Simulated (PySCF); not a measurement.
**Run report: GeBH$_{3}$Cl$_{2}$, excited-state calculation**

GeBH$_{3}$Cl$_{2}$, computed with TDDFT PBE0/def2-TZVPD, vertical, gas phase, core orbitals frozen in the response (PySCF 2.14.0).

The geometry comes from this level: PBE0-D3(BJ)/def2-SVP.

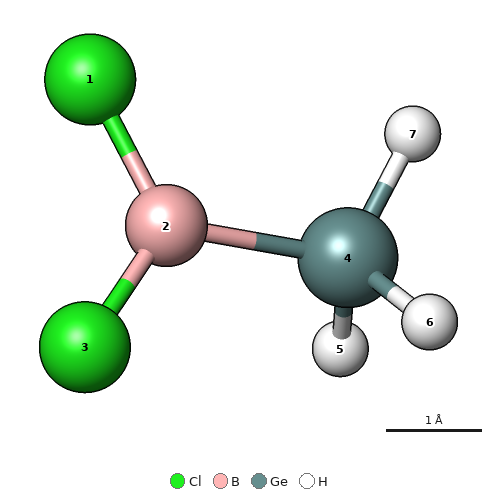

**Figure 1.** The structure as given in the input (ball-and-stick view, seen at a tilt; atoms are numbered from 1 in the order of the input). Sticks mark near contacts. Bond lengths as drawn: B–Cl 1.75 Å, B–Ge 2.07 Å and Ge–H 1.54 Å.

## Input file
```
{"job": {"kind": "uv", "xc": "PBE0", "basis": "def2-TZVPD"}, "charge": 0, "multiplicity": 1}
Cl     1.925379     1.491952    -0.216050
B      1.156763    -0.076471    -0.180890
Cl     2.159090    -1.499148    -0.352420
Ge    -0.884412    -0.281502     0.082394
H     -1.154538    -0.853200     1.488296
H     -1.453733    -1.276913    -0.945295
H     -1.618422     1.063575    -0.051721
```

The first line tells a small driver script what to run in PySCF; the rest is the geometry in Å.

Hardware: 1 CPU thread, shared host.

Launch command:
```bash
OMP_NUM_THREADS=1 python <driver script> task.json out
```

## What the program printed
```
coarse grid: 32648 points
cycle   1  E = -3023.5212480001  dE = -3.164e-01  |g| = 6.385e-01  |ddm| = 2.230e+00
cycle   2  E = -3023.5019881224  dE =  1.926e-02  |g| = 7.509e-01  |ddm| = 8.744e-01
cycle   3  E = -3023.5574366542  dE = -5.545e-02  |g| = 6.456e-02  |ddm| = 4.823e-01
cycle   4  E = -3023.5583180012  dE = -8.813e-04  |g| = 3.008e-02  |ddm| = 6.346e-02
cycle   5  E = -3023.5585618529  dE = -2.439e-04  |g| = 4.200e-03  |ddm| = 2.349e-02
cycle   6  E = -3023.5585655519  dE = -3.699e-06  |g| = 1.294e-03  |ddm| = 4.885e-03
final grid: 63856 points
cycle   7  E = -3023.5585394714  dE = -1.046e-07  |g| = 1.154e-03  |ddm| = 2.774e-03
cycle   8  E = -3023.5585394805  dE = -9.095e-09  |g| = 1.211e-03  |ddm| = 1.712e-03
cycle   9  E = -3023.5585396758  dE = -1.953e-07  |g| = 1.700e-04  |ddm| = 8.377e-04
cycle  10  E = -3023.5585396802  dE = -4.345e-09  |g| = 2.409e-05  |ddm| = 1.327e-04
cycle  11  E = -3023.5585396803  dE = -1.496e-10  |g| = 3.100e-06  |ddm| = 1.749e-05
```

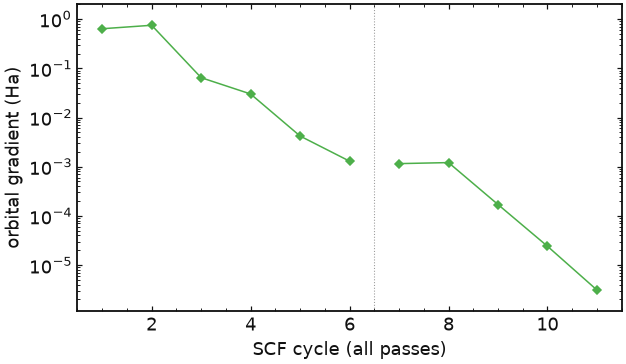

**Figure 2.** Convergence of the self-consistent field: orbital gradient against the SCF cycle. The dotted line marks the change from a coarse to the final integration grid. The first 6 cycles use a coarse grid, the final grid takes over at cycle 7, and the field converges after 11 cycles in all.

```
converged SCF energy = -3023.5585396803

Static polarisability (au): isotropic 76.043, principal 59.681 82.439 86.009

Singlet excitations
state   eV       nm        f      main configurations
  1   4.6119    268.8   0.00436   H->L 0.99
  2   5.4289    228.4   0.00023   H-1->L 0.95
  3   6.3579    195.0   0.00317   H-4->L 0.90
  4   6.4702    191.6   0.06799   H-2->L 0.94
  5   6.5286    189.9   0.10335   H-3->L 0.88
  6   7.1802    172.7   0.10328   H->L+1 0.98
  7   7.4072    167.4   0.00250   H-6->L 0.98
  8   7.7913    159.1   0.07524   H-5->L 0.66, H->L+2 0.22
  9   7.8275    158.4   0.05117   H->L+2 0.58, H-5->L 0.24
 10   8.0243    154.5   0.16653   H->L+3 0.71, H->L+4 0.10

Triplet excitations (Tamm-Dancoff, eV): 3.8527 5.2388 5.4919 5.9090
```

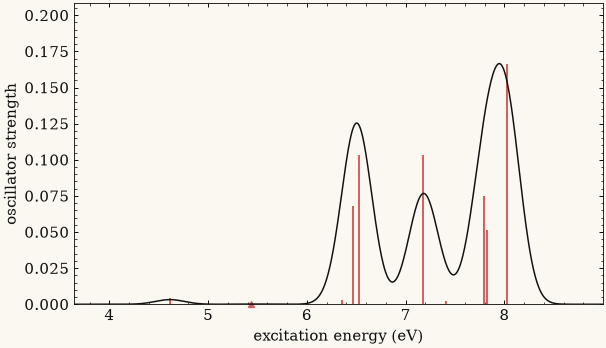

**Figure 3.** Computed excitations as sticks (degenerate states added up, dark ones marked on the axis), with a Gaussian envelope of 0.35 eV full width at half maximum, scaled to the tallest. Of the 10 states the lowest lies at 4.61 eV (f = 0.004); the strongest line is at 8.02 eV, or 155 nm (f = 0.167).

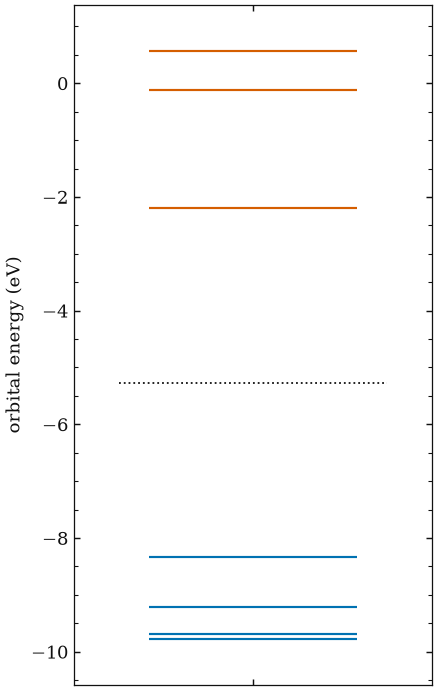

**Figure 4.** Orbital energies near the frontier; the dotted line parts filled from empty levels, and levels within 0.02 eV of each other stand side by side. Highest filled −8.33 eV, lowest empty −2.20 eV, 6.13 eV apart.

## Summary

| quantity | value |
| --- | --- |
| outcome | converged |
| total energy | −3023.558540 hartree |
| HOMO | −8.33 eV |
| LUMO | −2.20 eV |
| dipole moment | 0.38 D |
| mean polarisability | 76.04 a.u. |
| lowest singlet excitation | 4.61 eV |
| wall time | 19 s |
| peak memory | 0.84 GiB |

## Notes

Spin–orbit coupling is left out, which matters for the heavy atoms.
